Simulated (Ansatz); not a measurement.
The reference is ZnO in the wurtzite structure (space group P6_3mc, No. 186; a = 3.235 Å, c = 5.211 Å).

One thing is altered: an isotropic linear strain of −2.94 %, atoms relaxed at fixed cell.

Method: Ansatz (a first-principles code) r2SCAN, no SOC.

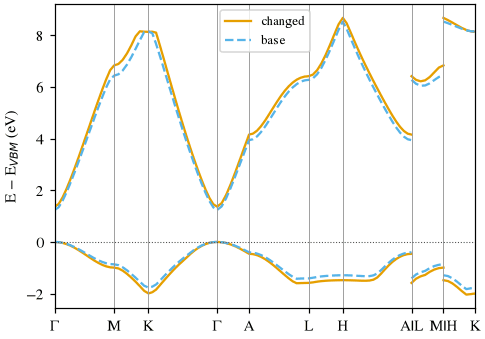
Figure. Highest valence and lowest conduction band along the path, each from its own valence-band maximum

Question: From the figure, how large is the changed gap, and is it direct?

Answer: About 1.4 eV, direct at Γ.

Stability against distortions was not tested.
